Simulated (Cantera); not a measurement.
Charge: 1 mol Fe₂O₃, a varied amount of CH₄, 3.1 mol H₂, equilibrated at 2277 °C and 0.000420 bar.

Equilibrium computed with Cantera from the NASA thermochemical tables; the gas is ideal and each condensed phase is pure. Candidate condensed phases: C, C₆H₆, C₇H₈, C₈H₁₈, Fe, Fe(CO)₅, FeO, Fe(OH)₂, Fe(OH)₃, Fe₂O₃, Fe₃O₄, H₂O; 114 gas species. The numbers say what is thermodynamically allowed, not how fast it happens.

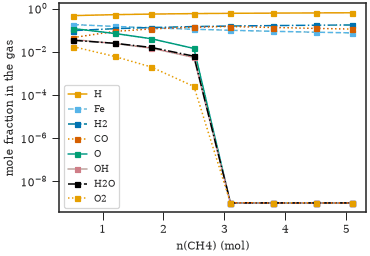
Figure. Equilibrium gas composition (values under 1e-9 drawn at 1e-9)

From 0.52 mol CH₄ to 3.1 mol CH₄ nothing is condensed. From 3.8 mol CH₄ to 5.1 mol CH₄ the condensed part is C(graphite). The main Fe-bearing gas is Fe throughout.
